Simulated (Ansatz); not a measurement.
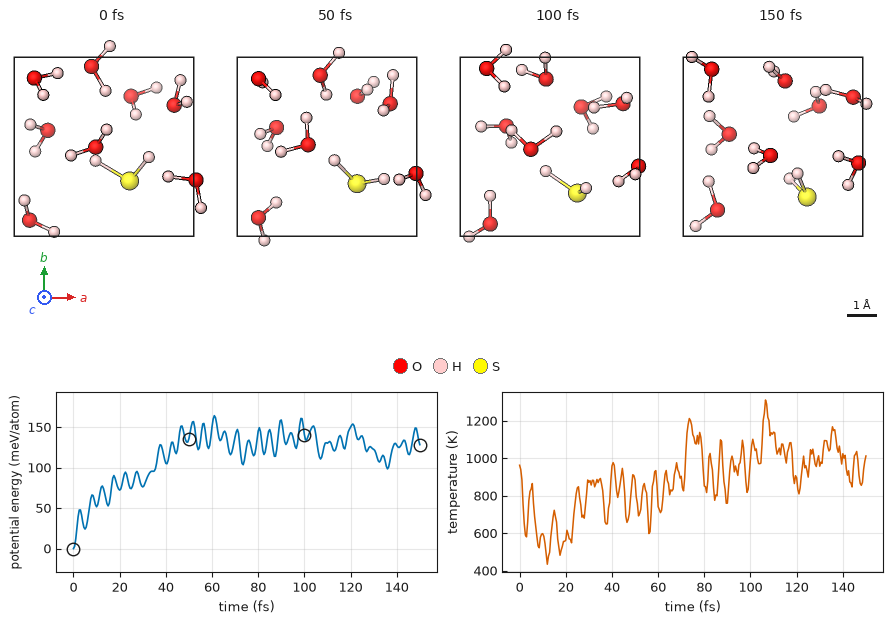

First-principles dynamics of a periodic cell with 8 H2O + 1 SH2 at 1.233 g/cm³, 150 fs long. Frames and the history of the run. Style: ball-and-stick. Shown: the simulation cell, along the c axis. Atoms that leave the cell re-enter on the other side.

All numbers below come from DFT PBE-D3(BJ), scalar-relativistic, plane waves, PAW in Ansatz. Run with plane-wave cutoff 420 eV; k-point mesh 1 × 1 × 1; Fermi-Dirac smearing 0.05 eV; low-accuracy preset; Langevin thermostat (NVT); set temperature 1000 K; time step 0.5 fs; friction 0.02 per fs.

### What do the frames and curves show?

Over the second half the temperature averages 997 K (spread ±106 K). The potential energy in the second half lies on average 131 meV per atom above the first frame. Root-mean-square distances from the starting positions over the second half, with the common drift of all atoms taken out: H 1.12 Å, O 0.56 Å, S 0.52 Å. The heavy atoms stay within a fraction of a molecule's size of their starting places, while the hydrogen atoms travel further, as molecules turn; so short a run doesn't tell a liquid from a solid.

Limits of the set-up: the program's low-accuracy preset was used; the periodic images lie only 6.2 Å apart, so the values are limited by the cell's size.
